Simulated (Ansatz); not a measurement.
Pressure series in Ta2O5

Consider Ta$_{2}$O$_{5}$ (space group C2, No. 5; a = 5.924 Å, b = 5.076 Å, c = 5.749 Å, α = γ = 90.00°, β = 117.45°; a cell from a computed database, its experimental status unchecked).

Cell and atoms are relaxed at each pressure.

Computed with Ansatz (a first-principles code) PBEsol, spin-orbit coupling left out.

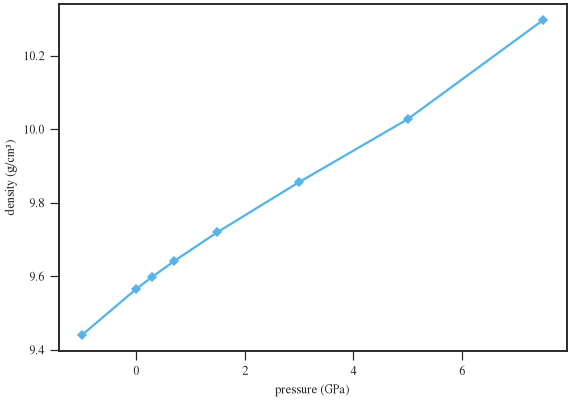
*Density against pressure*

| pressure (GPa) | density |
|---|---|
| -1 | 9.44 g/cm³ |
| 0.3 | 9.60 g/cm³ |
| 0.7 | 9.64 g/cm³ |
| 1.5 | 9.72 g/cm³ |
| 3 | 9.86 g/cm³ |
| 5 | 10.03 g/cm³ |
| 7.5 | 10.30 g/cm³ |

Load acts through the strain it causes; cell and atoms are relaxed under it. Whether these cells are dynamically stable was not tested. No other phases were tried under pressure.
